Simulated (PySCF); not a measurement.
Vertical excitations of a molecule C2H6F2Si from TDDFT-PBE/def2-SVPD (PySCF 2.14.0), as energy in eV (oscillator strength): 6.74 (0.005), 7.10 (0.028), 7.50 (0.004), 7.70 (0.056), 7.98 (0.005), 8.00 (0.036), 8.08 (0.064), 8.23 (0.042), 8.36 (0.017), 8.38 (0.015). Lowest triplet (TDA): 6.48 eV. Coordinates come from a B3LYP-D3(BJ)/def2-SVP optimisation. Other conformers were not sampled.

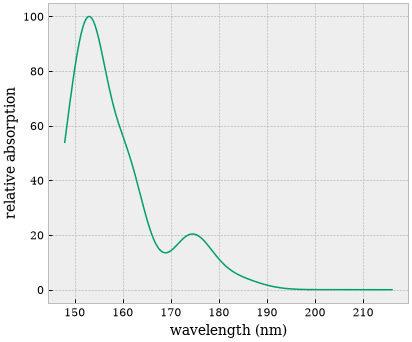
Fig. 1. The lines broadened by 0.4 eV.

Question: Which molecule gave these data?
(A) C[Si@H](F)CF
(B) CC(F)(F)[SiH3]
(C) C[SiH2]C(F)F
(D) C[C@@H](F)[SiH2]F

Answer: C, C[SiH2]C(F)F
